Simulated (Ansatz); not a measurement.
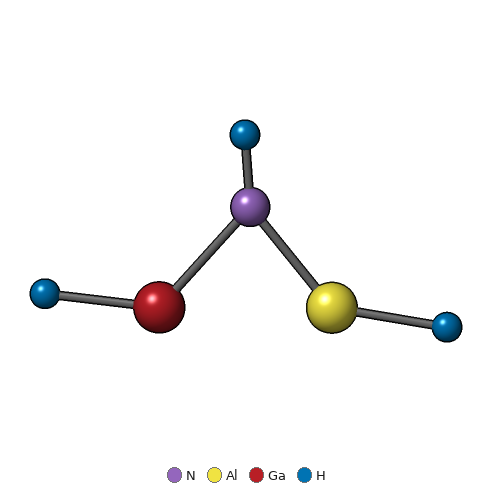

Question: What is the molecular formula?

Answer: AlGaH3N, 6 atoms: 1 aluminium, 1 gallium, 3 hydrogen and 1 nitrogen.

Question: How many atoms are distinct by symmetry?

Answer: 6: 1 N, 1 Al, 1 Ga, 1 H, 1 H, 1 H.

Question: Give the symmetry (Schoenflies symbol).

Answer: Cs.

Question: How many bonds of each kind are drawn?

Answer: 1 Al–N, 1 N–H, 1 Al–H, 1 Ga–N, 1 Ga–H. Sticks follow a distance rule.

The parts below concern this one geometry. Atoms keep their numbers from picture to picture. The geometry was computed by an optimisation with PBE0-D4/def2-TZVP. No frequency run is at hand to confirm it as a minimum.

## Electronic properties

No frequency run is at hand to confirm it as a minimum. Level of theory: RKS PBE0-D4/def2-TZVPP (Ansatz 0.2.0).

Question: What is the LUMO energy (Kohn–Sham orbital)?

Answer: −1.34 eV.

Question: Estimate the HOMO energy (Kohn–Sham orbital).

Answer: −6.13 eV.

## Charges

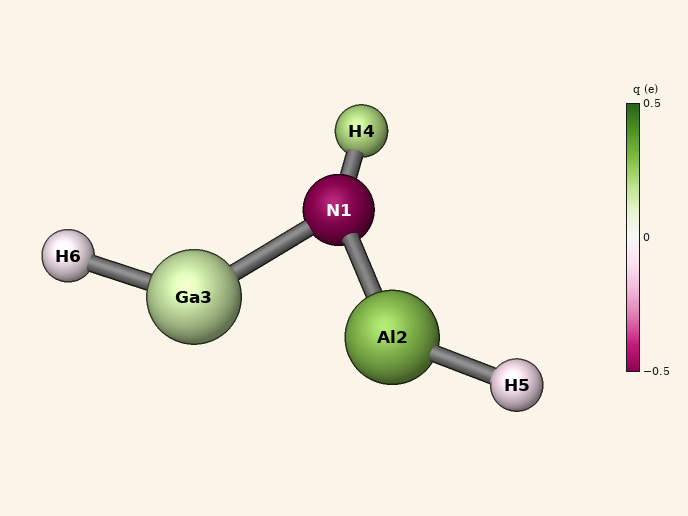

Atoms are coloured by their Mulliken charges. No frequency run is at hand to confirm it as a minimum. Properties computed with RKS PBE0-D4/def2-TZVP (Ansatz 0.2.0).

Question: Which atom carries the highest charge (most positive or least negative)?

Answer: Al2 (0.28 e).

Question: And the lowest?

Answer: N1 (−0.49 e).

Give the Mulliken charges atom by atom.

```json
{"atom": "N1", "value (e)": "−0.49"}
{"atom": "Al2", "value (e)": "0.28"}
{"atom": "Ga3", "value (e)": "0.15"}
{"atom": "H4", "value (e)": "0.20"}
{"atom": "H5", "value (e)": "−0.08"}
{"atom": "H6", "value (e)": "−0.05"}
```

## Dipole moment

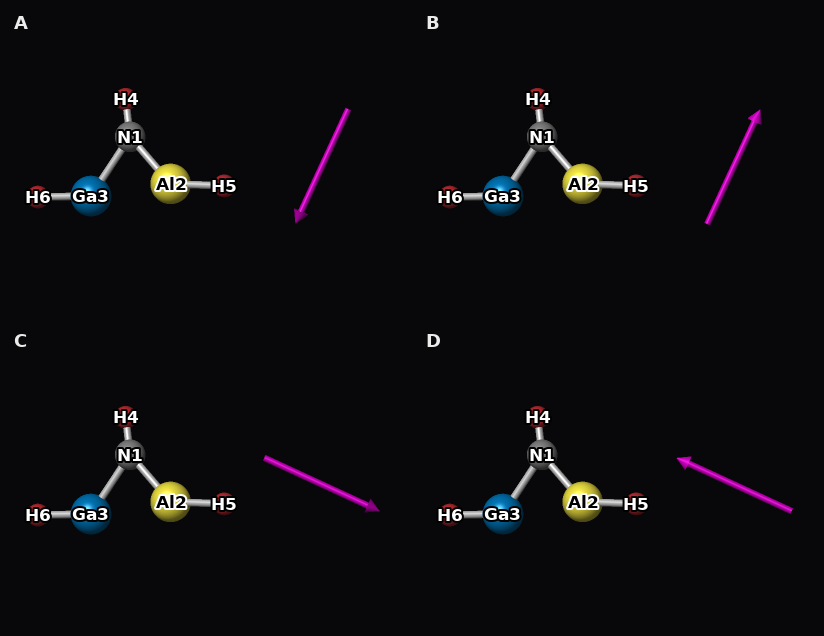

The same molecule four times, each with an arrow. No frequency run is at hand to confirm it as a minimum. Method: RKS PBE0-D4/def2-TZVP (Ansatz 0.2.0).

Question: Which arrow points along the dipole moment, from the negative to the positive end?

Answer: B. The dipole moment is 0.47 D; it points from the side of H6 to the side of H4 (the outermost atoms at the two ends).

Mulliken values depend strongly on the basis set and can even reverse the polarity of a bond.
